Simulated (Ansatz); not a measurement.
**BaHfO3, response to strain**

Start from BaHfO3 in the cubic perovskite structure (space group Pm-3m, No. 221; a = 4.158 Å). Axes: x, y, z lie along the cube axes.

Strains are applied to the cell and any free atomic positions relax; under biaxial strain the out-of-plane vector relaxes too.

Calculations: PBEsol (Ansatz, a quantum-chemistry and plane-wave program; PAW; 420 eV plane waves; spin-orbit coupling left out).

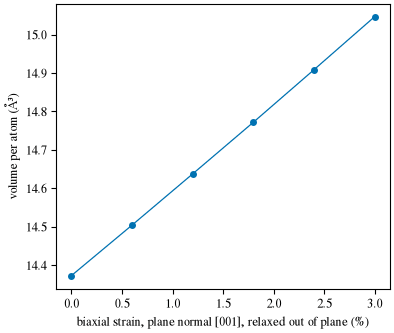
*Volume per atom against biaxial strain, plane normal [001], relaxed out of plane*

```csv
"biaxial strain, plane normal [001], relaxed out of plane (%)",volume per atom
0.6,14.50 Å³
1.2,14.64 Å³
1.8,14.77 Å³
2.4,14.91 Å³
3,15.05 Å³
```

Stability against distortions was not tested.
